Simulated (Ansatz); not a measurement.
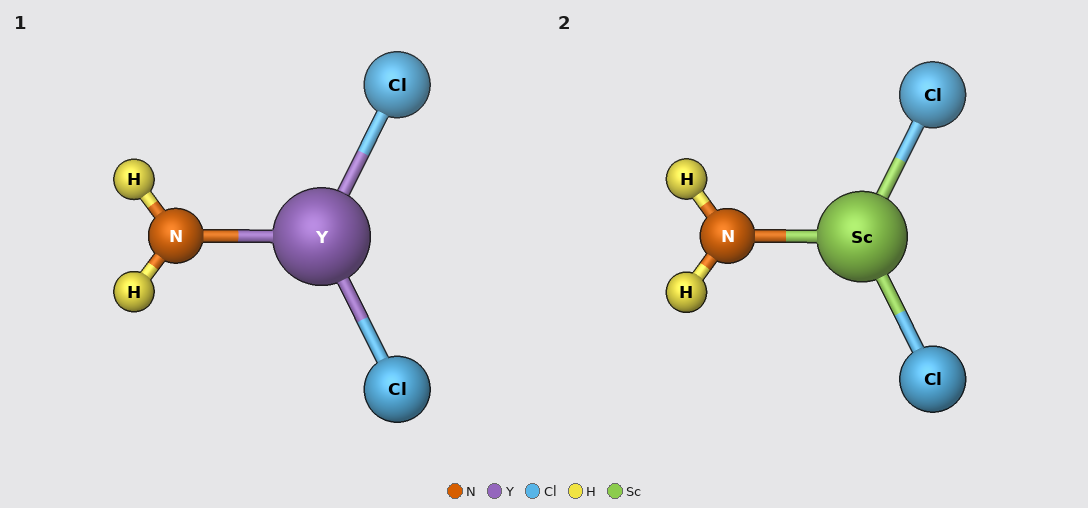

2 molecules with one skeleton, seen from the same side and at one scale. Charge 0, singlet. Computed geometries: PBE0-D4/def2-TZVP optimisations, one conformation each. Properties computed with Ansatz 0.2.0. Elements past Kr carry core potentials.

One atom differs, called X below: Y in panel 1, Sc in panel 2. Their formulas are Cl2H2NY (`[NH2][Y]([Cl])[Cl]`), Cl2H2NSc (`[NH2][Sc]([Cl])[Cl]`).

### In which is the HOMO energy (Kohn–Sham orbital) higher (PBE0-D4/def2-QZVPP)?

In panel 1 (X = Y).

### In which is the mean length of X–Cl larger (PBE0-D4/def2-TZVP)?

In panel 1 (X = Y).

Give the values. With PBE0-D4/def2-TZVP: mean length of X–Cl (Å), length of X–N (Å), mean angle N–X–Cl (°). With PBE0-D4/def2-QZVPP: HOMO energy (Kohn–Sham orbital) (eV), HOMO–LUMO gap (eV).

```
                            quantity  1 (Y)  2 (Sc)   2 − 1
             mean length of X–Cl (Å)  2.464   2.300  −0.164
                   length of X–N (Å)  2.101   1.940  −0.161
               mean angle N–X–Cl (°)  116.3   116.3     0.0
HOMO energy (Kohn–Sham orbital) (eV)  −7.70   −8.09   −0.39
                  HOMO–LUMO gap (eV)   5.48    5.68   +0.20
```
